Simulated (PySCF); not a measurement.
# C$_{6}$H$_{14}$O$_{2}$Si (SMILES CC(C)(C)CC(=O)O[SiH3]): what the fields show

The calculation's input:

```
{"job": {"kind": "nmr", "xc": "PBE0", "basis": "pcSseg-1"}, "charge": 0, "multiplicity": 1}
C     -0.461802     0.444008     0.547023
C     -0.754395    -0.838564    -0.234751
C     -2.063828    -0.675029    -1.008820
C     -0.876291    -2.018000     0.731432
C      0.366532    -1.102716    -1.271311
C      1.738022    -1.142652    -0.663175
O      2.203276    -2.075739    -0.051051
O      2.432314    -0.008494    -0.821153
Si     3.967649     0.043455    -0.045025
H     -1.295721     0.675800     1.227629
H      0.447375     0.347980     1.160878
H     -0.322723     1.303830    -0.126723
H     -2.289397    -1.573981    -1.603941
H     -2.018358     0.184717    -1.695967
H     -2.904844    -0.510166    -0.317199
H      0.062962    -2.195712     1.274271
H     -1.672349    -1.826949     1.468166
H     -1.128643    -2.945365     0.193512
H      0.345223    -0.317155    -2.039875
H      0.186065    -2.075217    -1.753824
H      4.451002     1.410831    -0.373825
H      4.883095    -0.980227    -0.612240
H      3.803402    -0.106165     1.425067
```

Run with:

```sh
OMP_NUM_THREADS=1 python probes_run.py task.json out
```

Geometry: PBE0-D3(BJ)/def2-SVP.

Level of theory: PBE0/pcSseg-1, SCF density, gas phase, non-relativistic in PySCF 2.14.0.

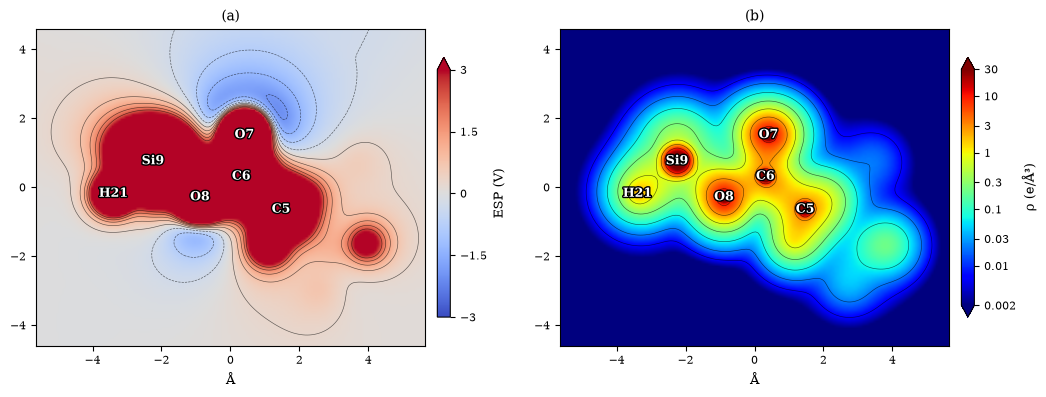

Figure 1. (a) electrostatic potential; (b) total electron density on the plane of atoms O7, C6 and O8.

Q: Interpret the plot.

A: Atoms in the plane: C, O, Si and H.
C–O (1.21 Å): ρ at the midpoint is about 3.3 e/Å³.
C–C (1.50 Å): ρ at the midpoint is about 1.8 e/Å³.
Si–O (1.72 Å): the density is about 0.97 e/Å³ at the midpoint.
C–O (1.34 Å): ρ at the midpoint is about 2.4 e/Å³.
Si–H (1.49 Å): ρ at the midpoint is about 0.8 e/Å³.
Outside the dense part of the molecule the potential is most negative (−2.0 V) near O7.

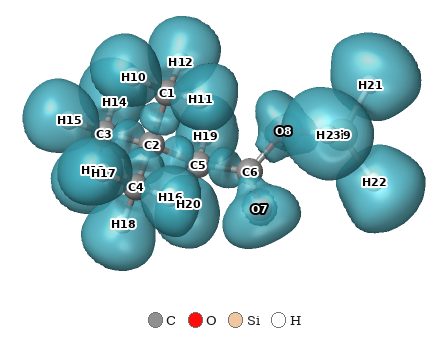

Figure 2. Isosurface of the electron localisation function at 0.75 (cyan), seen at a tilt. Only the valence region is drawn (cores and ρ < 0.01 e/Å³ removed).

Q: Identify the bonds, lone pairs and shells in this picture.

A: The ELF exceeds this value in five regions between bonded C–C atoms (shared pairs), 14 regions around hydrogen nuclei and two regions on O in which the atom's valence shell and bonds are merged. Profiles from the grid: C–O (1.21 Å): the ELF peaks at about 0.85 between the atoms; a short, multiple covalent bond. C–C (1.50 Å): the ELF peaks at about 0.95 between the atoms: a shared electron pair.

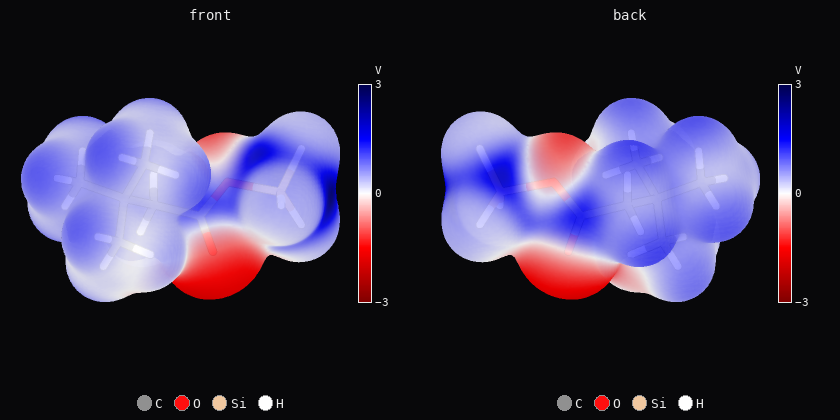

Figure 3. The electrostatic potential painted on the density surface at 0.004 e/bohr³, seen from the front and from behind; the colour scale runs from red (negative) to blue (positive).

Q: Which sites attract a positive test charge, and which a negative one?

A: A positive charge is drawn to the negative regions and a negative charge to the positive ones. The most negative region (about −1.8 V) lies over O7, the most positive (about +2.4 V) over Si9. O7 is the likeliest acceptor of a hydrogen bond.

Q: What dipole moment does the calculation give?

A: Its dipole moment is 1.60 D.
